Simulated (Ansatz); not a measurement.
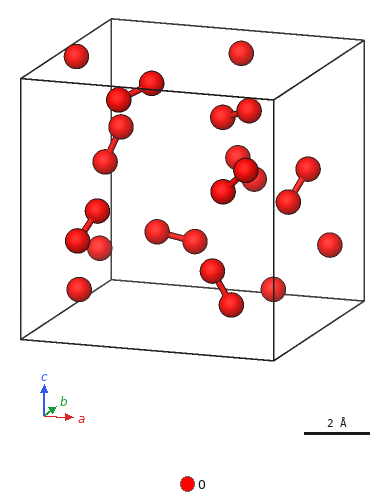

Starting frame of a dynamics run of a periodic cell with 12 O2 at 1.131 g/cm³. It starts from the last geometry of an earlier run, with fresh velocities. A ball-and-stick model of the simulation cell, seen slightly off an axis.

Method: DFT PBE-D3(BJ), scalar-relativistic, plane waves, PAW (Ansatz 0.2.0).

Input
```yaml
crystal:
  lattice:
    - [8.262149, 0.0, 0.0]
    - [0.0, 8.262149, 0.0]
    - [0.0, 0.0, 8.262149]
  atoms:
    - { symbol: O, position: [-0.10485887, 0.91451385, 0.22579013], spin: 1.0 }
    - { symbol: O, position: [0.00719412, 0.85168055, 0.15505456], spin: 1.0 }
    - { symbol: O, position: [0.70510829, 0.2648498, 0.56327778], spin: 1.0 }
    - { symbol: O, position: [0.80872009, 0.22757786, 0.66230278], spin: 1.0 }
    - { symbol: O, position: [0.54509541, 0.87601607, 0.54055247], spin: 1.0 }
    - { symbol: O, position: [0.57278742, 0.97915627, 0.43715025], spin: 1.0 }
    - { symbol: O, position: [0.19917703, 0.55026829, 0.70507119], spin: 1.0 }
    - { symbol: O, position: [0.13899486, 0.54292582, 0.56762431], spin: 1.0 }
    - { symbol: O, position: [0.87349152, 0.73396664, 0.55659677], spin: 1.0 }
    - { symbol: O, position: [0.82697582, 0.64621754, 0.4464994], spin: 1.0 }
    - { symbol: O, position: [0.31184987, 0.6353451, 0.29271717], spin: 1.0 }
    - { symbol: O, position: [0.44317702, 0.68603873, 0.25440771], spin: 1.0 }
    - { symbol: O, position: [0.62672385, 0.36614171, 0.22971387], spin: 1.0 }
    - { symbol: O, position: [0.69231946, 0.39249578, 0.0991426], spin: 1.0 }
    - { symbol: O, position: [0.40084406, 0.32577032, 0.94001651], spin: 1.0 }
    - { symbol: O, position: [0.30701231, 0.22420966, 0.89178748], spin: 1.0 }
    - { symbol: O, position: [0.08531396, 0.4062425, 0.10547777], spin: 1.0 }
    - { symbol: O, position: [0.04743233, 0.48145396, -0.02164709], spin: 1.0 }
    - { symbol: O, position: [0.64831707, -0.02058848, 0.02087917], spin: 1.0 }
    - { symbol: O, position: [0.54775606, -0.09406039, -0.06582981], spin: 1.0 }
    - { symbol: O, position: [0.23584454, 0.18730507, 0.46869237], spin: 1.0 }
    - { symbol: O, position: [0.19374164, 0.08571283, 0.37394771], spin: 1.0 }
    - { symbol: O, position: [0.69266236, 0.58734855, 0.79917061], spin: 1.0 }
    - { symbol: O, position: [0.56621451, 0.64950952, 0.74911648], spin: 1.0 }
magnetization:
  spin_polarized: true
basis:
  ecutwfc: 420.0
kpoints:
  mp_grid: { grid: [1, 1, 1] }
hamiltonian:
  xc: pbe
  dispersion: d3bj
scf:
  occupations: { method: fermi_dirac, width: 0.05 }
  lower_state_search: "off"
md:
  timestep: 1
  n_steps: 400
  ensemble: nvt_langevin
  temperature: 300.0
  initial_velocities: maxwell_boltzmann
  seed: 414576
  friction: 0.05
```

Run as
```bash
ansatz run input.yaml --threads 2 --pin off --max-ram 5120MiB --backend cpu --events-out ev --progress --plain --runs-dir out
```

**Predict how the run goes.**

Over the second half the temperature averages 308 K (spread ±42 K). The potential energy in the second half lies on average 4.8 meV per atom below the first frame. Root-mean-square distances from the starting positions over the second half, with the common drift of all atoms taken out: O 0.58 Å. The heavy atoms stay within a fraction of a molecule's size of their starting places; so short a run doesn't tell a liquid from a solid.

Along the run (each row but the first and the last is the mean over the interval that it begins):

```tsv
time (fs)	potential energy (meV/atom)	T (K)
0.0	0.0	288
50.0	-4.9	304
100.0	-0.7	309
150.0	-2.8	289
200.0	-2.6	334
250.0	-6.5	282
300.0	-6.7	303
350.0	-3.4	314
400.0	-5.4	249
```

The paths of the atoms:

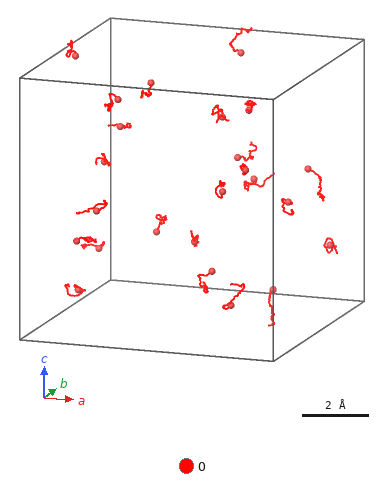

Limits of the set-up: the periodic images lie only 8.3 Å apart, so the values are limited by the cell's size.

The run took 10 min on 2 threads of AMD EPYC 9R45 96-Core Processor (Zen 5), with other jobs on the host, peak memory 0.7 GiB.
